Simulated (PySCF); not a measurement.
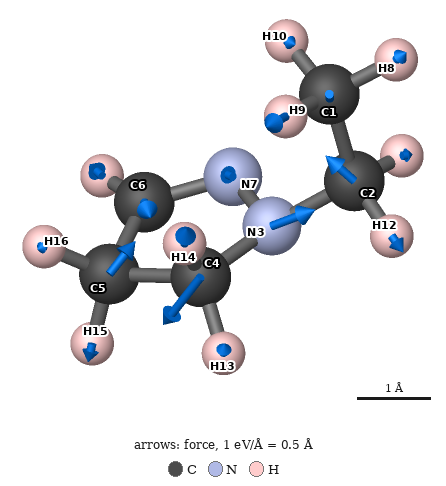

Starting geometry of C$_{5}$H$_{10}$N$_{2}$ with the computed forces as blue arrows. Style: ball-and-stick. Shown from a free direction.

The start comes from GFN2-xTB. Its atoms were then displaced at random by about 0.01 Å.

These are results of PySCF 2.14.0, density-fitted response routines, PBE0-D3(BJ)/def2-SVP geometry optimisation, gas phase, not measurements. 

Q: What follows when this structure is relaxed?

A: It isn't relaxed: the largest force vector, on a C atom, is 2.19 eV/Å. The final displacements have little in common with the starting forces (cosine between the two patterns 0.10). After 9 geometry steps the energy has fallen by 4.03 kcal/mol. The largest move after the best rigid fit is that of an H atom, 0.34 Å. Largest moves by element: H 0.34 Å, C 0.14 Å, N 0.13 Å. Near-neighbour distances that change, for instance: C–H 1.066 → 1.101 Å, C–C 1.556 → 1.524 Å, C–H 1.078 → 1.110 Å, C–N 1.438 → 1.461 Å. Among the angles between lasting bonds that change: C–C–H 109.0° → 114.1°, H–C–H 111.7° → 107.4°, C–C–H 110.4° → 114.3°.
